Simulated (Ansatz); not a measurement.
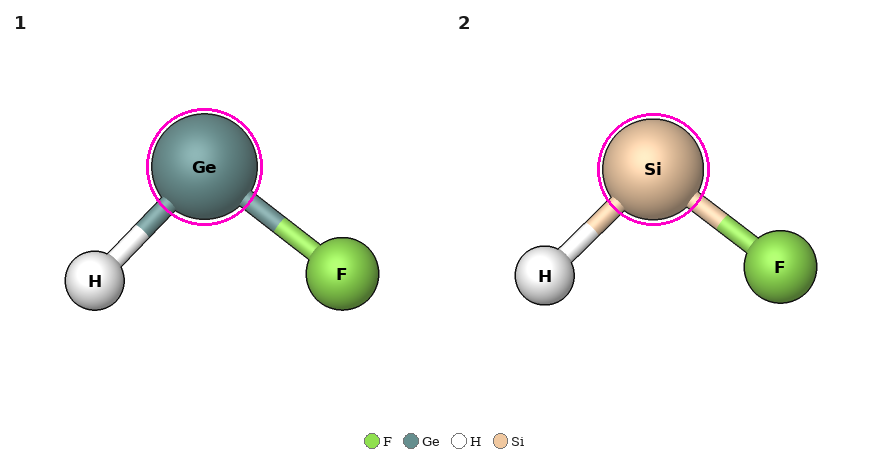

2 molecules with one skeleton, seen from the same side and at one scale; the atom that differs is circled. Each species is neutral and a spin singlet. Computed geometries: PBE0-D4/def2-TZVP optimisations, one conformation each. Properties computed with Ansatz 0.2.0.

One atom differs, called X below: Ge in panel 1, Si in panel 2. Their formulas are FGeH (`[F][GeH]`), FHSi (`F[SiH]`).

In which is the vertical ionisation energy higher (r2SCAN-D4/def2-TZVPP)?

Answer. In panel 1 (X = Ge).

In which is the HOMO–LUMO gap larger (r2SCAN-D4/def2-TZVPP)?

Answer. In panel 1 (X = Ge).

Give the values. With PBE0-D4/def2-TZVP: length of X–F (Å), length of X–H (Å), angle F–X–H (°). With r2SCAN-D4/def2-TZVPP: dipole moment (D), HOMO energy (Kohn–Sham orbital) (eV), HOMO–LUMO gap (eV), vertical ionisation energy (eV).

```csv
quantity,1 (Ge),2 (Si),2 − 1
length of X–F (Å),1.757,1.612,−0.145
length of X–H (Å),1.609,1.540,−0.069
angle F–X–H (°),94.2,96.3,+2.1
dipole moment (D),1.75,0.85,−0.90
HOMO energy (Kohn–Sham orbital) (eV),−6.37,−6.06,+0.31
HOMO–LUMO gap (eV),2.81,2.67,−0.14
vertical ionisation energy (eV),9.74,9.42,−0.32
```
